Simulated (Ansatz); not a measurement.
# WOF4: one molecule under many settings

Aim: run WOF4 under a spread of inputs, and see what each costs and gives.

The runs use Ansatz 0.2.0, Gaussian basis; the settings change from run to run.

### Step 1. The relaxed structure

The geometry comes from an earlier relaxation with PBE0-D4/def2-SVP; it is a stationary point. W takes a core potential in def2 sets; no spin-orbit term is included.

6 atoms, charge 0, spin multiplicity 1.

Atoms are counted from 1 here; the program's logs count them from 0.

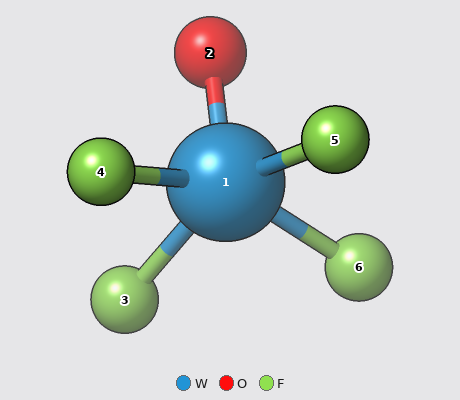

The geometry (tungsten blue, oxygen red, fluorine green); atoms are numbered from 1 in the order of the file.

Geometry (Å):

```
W     0.0001   -0.0002    0.0426
O     0.0034   -0.0066    1.7127
F     1.7883    0.0136   -0.4426
F    -0.0119    1.7910   -0.4317
F    -1.7901   -0.0101   -0.4356
F     0.0103   -1.7877   -0.4454
```

### Step 2. revPBE/def2-TZVP

This run has atoms shaken by 0.08 Å, D3(BJ) with three-body dispersion.

Input file in.yaml:

```yaml
crystal:
  periodic: [false, false, false]
  atoms:
    - {symbol: W, position_ang: [0.043578, -0.004357, 0.187147]}
    - {symbol: O, position_ang: [0.176491, -0.021117, 1.664999]}
    - {symbol: F, position_ang: [1.707534, 0.025894, -0.346551]}
    - {symbol: F, position_ang: [0.106905, 1.692181, -0.400547]}
    - {symbol: F, position_ang: [-1.794514, -0.013967, -0.260945]}
    - {symbol: F, position_ang: [0.011927, -1.711630, -0.401579]}
basis:
  gaussian: {orbitals: def2-TZVP}
hamiltonian: {xc: {name: revPBE}, dispersion: d3bjatm}
scf: {omitted_lower_state_checks: [starts]}
```

Run with:

```console
$ ansatz run in.yaml --threads 4 --pin off --events-out ev --progress --plain --max-ram 3916MiB
```

The log of the run:

```text
Functional definition: revPBE
  name "revPBE"
  cite "Zhang & Yang, Phys. Rev. Lett. 80, 890 (1998) doi:10.1103/PhysRevLett.80.890"
  cite "Perdew, Burke & Ernzerhof, Phys. Rev. Lett. 77, 3865 (1996) doi:10.1103/PhysRevLett.77.3865"
  parameter kappa = 1.245
  parameter beta = 0.06672455060314922
  exchange = pbe_x(kappa = kappa, mu = beta*pi^2/3)
  correlation = pbe_c(beta = beta)
these checks for a lower state are left out or cut short: starts
1099 factors; their error is unknown
mean field evaluation 1: about -14735.0971 eV, gradient 1.0e2 eV
mean field evaluation 2: about -14613.7502 eV, gradient 2.9e2 eV
mean field evaluation 4: about -14747.3798 eV, gradient 3.2e1 eV
mean field evaluation 8: about -14748.8864 eV, gradient 2.5e-1 eV
mean field evaluation 16: about -14748.8783 eV, gradient 4.2e-5 eV
mean field -14748.87834055 eV, -542.0112818664 hartree, gradient 5.0e-5 eV, S^2 0.000000; 0 other end points of the search recorded, 0 dependent functions left out
reference -14748.87839213 eV, -542.0112837620 hartree; 29, 29 occupied and 166, 166 virtual orbitals, 1099 factors
Total energy: -14749.14139230 eV, -542.0209488399 hartree
Checks for a lower state left out: starts
```

Wall time 1.4 s (4 threads of Intel Xeon at 2.60GHz, shared host).

### Step 3. r2SCAN0/def2-TZVPP

Input file in.yaml:

```yaml
crystal:
  periodic: [false, false, false]
  atoms:
    - {symbol: W, position_ang: [0.000050, -0.000212, 0.042613]}
    - {symbol: O, position_ang: [0.003360, -0.006569, 1.712652]}
    - {symbol: F, position_ang: [1.788257, 0.013614, -0.442590]}
    - {symbol: F, position_ang: [-0.011893, 1.790950, -0.431670]}
    - {symbol: F, position_ang: [-1.790061, -0.010087, -0.435623]}
    - {symbol: F, position_ang: [0.010298, -1.787697, -0.445382]}
basis:
  gaussian: {orbitals: def2-TZVPP}
hamiltonian: {xc: {name: r2SCAN0}}
scf: {omitted_lower_state_checks: [starts]}
output: {forces: true}
```

The command is unchanged.

The log of the run (excerpt; [...] marks lines left out):

```text
Functional definition: r2SCAN0
  name "r2SCAN0"
  cite "Bursch, Neugebauer, Ehlert & Grimme, J. Chem. Phys. 156, 134105 (2022) doi:10.1063/5.0086040"
  cite "Furness, Kaplan, Ning, Perdew & Sun, J. Phys. Chem. Lett. 11, 8208 (2020) doi:10.1021/acs.jpclett.0c02405"
  cite "Furness, Kaplan, Ning, Perdew & Sun, J. Phys. Chem. Lett. 11, 9248 (2020) doi:10.1021/acs.jpclett.0c03077"
  parent r2scan
[...]
1175 factors; their error is unknown
[...]
mean field -14745.72468578 eV, -541.8953871914 hartree, gradient 2.1e-5 eV, S^2 0.000000; 0 other end points of the search recorded, 0 dependent functions left out
[...]
reference -14745.72469584 eV, -541.8953875609 hartree; 29, 29 occupied and 182, 182 virtual orbitals, 1175 factors
Total energy: -14745.72469584 eV, -541.8953875609 hartree
Atom 0 at     0.000050    -0.000212     0.042613 Å, force     0.001000    -0.000194     0.250854 eV/Å
Atom 1 at     0.003360    -0.006569     1.712652 Å, force    -0.001344     0.002294    -0.633985 eV/Å
Atom 2 at     1.788257     0.013614    -0.442590 Å, force    -0.514910    -0.007146     0.097098 eV/Å
Atom 3 at    -0.011893     1.790950    -0.431670 Å, force     0.000134    -0.515563     0.093523 eV/Å
Atom 4 at    -1.790061    -0.010087    -0.435623 Å, force     0.515594     0.005464     0.095095 eV/Å
Atom 5 at     0.010298    -1.787697    -0.445382 Å, force    -0.000474     0.515146     0.097415 eV/Å
Dipole moment:    -0.000266     0.000231    -0.091658 e Å
Checks for a lower state left out: starts
```

Run time: 5.5 s. Hardware: 4 threads of Intel Xeon at 2.60GHz, shared host; peak memory 0.57 GiB.

Largest force 0.634 eV/Å, dipole 0.44 D.

### Step 4. B2GP-PLYP/def2-mTZVPP

Options: atoms shaken by 0.15 Å, the search for lower states set to off.

Input file in.yaml:

```yaml
crystal:
  periodic: [false, false, false]
  atoms:
    - {symbol: W, position_ang: [-0.092846, -0.162445, -0.011937]}
    - {symbol: O, position_ang: [0.126767, -0.009082, 1.258226]}
    - {symbol: F, position_ang: [1.719192, 0.045393, -0.642479]}
    - {symbol: F, position_ang: [-0.131137, 1.753625, -0.313548]}
    - {symbol: F, position_ang: [-1.715427, -0.129466, -0.484676]}
    - {symbol: F, position_ang: [-0.068762, -1.884754, -0.430373]}
basis:
  gaussian: {orbitals: def2-mTZVPP}
hamiltonian: {xc: {name: B2GP-PLYP}}
scf: {lower_state_search: off}
output: {forces: true}
```

Launched as before.

The log of the run (excerpt; [...] marks lines left out):

```text
Functional definition: B2GP-PLYP
  name "B2GP-PLYP"
  cite "Karton, Tarnopolsky, Lamère, Schatz & Martin, J. Phys. Chem. A 112, 12868 (2008) doi:10.1021/jp801805p"
  cite "Becke, Phys. Rev. A 38, 3098 (1988) doi:10.1103/PhysRevA.38.3098"
  cite "Lee, Yang & Parr, Phys. Rev. B 37, 785 (1988) doi:10.1103/PhysRevB.37.785"
[...]
1461 factors; integrals over basis functions are off by at most 4.1e-4 eV
[...]
mean field -14709.39710216 eV, -540.5603731169 hartree, gradient 7.7e-6 eV, S^2 0.000000; 0 other end points of the search recorded, 0 dependent functions left out
5 core orbitals not correlated: weight in the atoms' cores, before any rotation towards them, 1.000 or more for the frozen orbitals, at most 0.000 for the correlated occupied ones
reference -14709.39719367 eV, -540.5603764799 hartree; 24, 24 occupied and 127, 127 virtual orbitals, 1461 factors
second order -43.84917504 eV of doubles, -0.00000000 eV of singles
[...]
Total energy: -14725.18289669 eV, -541.1404903658 hartree
Atom 0 at    -0.092846    -0.162445    -0.011937 Å, force     0.124673    -1.194040   -64.910262 eV/Å
Atom 1 at     0.126767    -0.009082     1.258226 Å, force     9.912951     6.526065    67.133317 eV/Å
Atom 2 at     1.719192     0.045393    -0.642479 Å, force    -0.331403    -0.418842    -0.003717 eV/Å
Atom 3 at    -0.131137     1.753625    -0.313548 Å, force    -0.156416    -0.137870    -0.184801 eV/Å
Atom 4 at    -1.715427    -0.129466    -0.484676 Å, force   -10.014747     0.330289    -1.635018 eV/Å
Atom 5 at    -0.068762    -1.884754    -0.430373 Å, force     0.464942    -5.105602    -0.399519 eV/Å
Dipole moment:    -0.297993    -0.364496     0.419076 e Å
Checks for a lower state left out: starts, cluster_reference, orbital_swaps, neighbouring_geometries, increment
```

It took 7.5 s on 4 threads of Intel Xeon at 2.60GHz, shared host; peak memory 0.59 GiB.

Largest force 68.174 eV/Å, dipole 3.03 D.

### Step 5. All runs side by side

```
                level  charge  multiplicity  geometry  functions  energy (eV)   time
     revPBE/def2-TZVP       0             1    shaken        195   -14749.141  1.4 s
   r2SCAN0/def2-TZVPP       0             1   relaxed        211   -14745.725  5.5 s
B2GP-PLYP/def2-mTZVPP       0             1    shaken        156   -14725.183  7.5 s
```

### Step 6. What came out

| quantity | value |
| --- | --- |
| runs | 3 |
| quickest | revPBE/def2-TZVP, 1.4 s |
| slowest | B2GP-PLYP/def2-mTZVPP, 7.5 s |

The runs differ in state or geometry as well as level, so their energies can't be set against each other. Run time spans a factor of 6, from revPBE/def2-TZVP to B2GP-PLYP/def2-mTZVPP. The jobs differ in tasks and options as well as level. At the PBE0-D4/def2-SVP geometry and in the same state, the sound runs without point charges leave forces up to 0.63 eV/Å (r2SCAN0/def2-TZVPP), against 68.2 eV/Å where the atoms were moved.
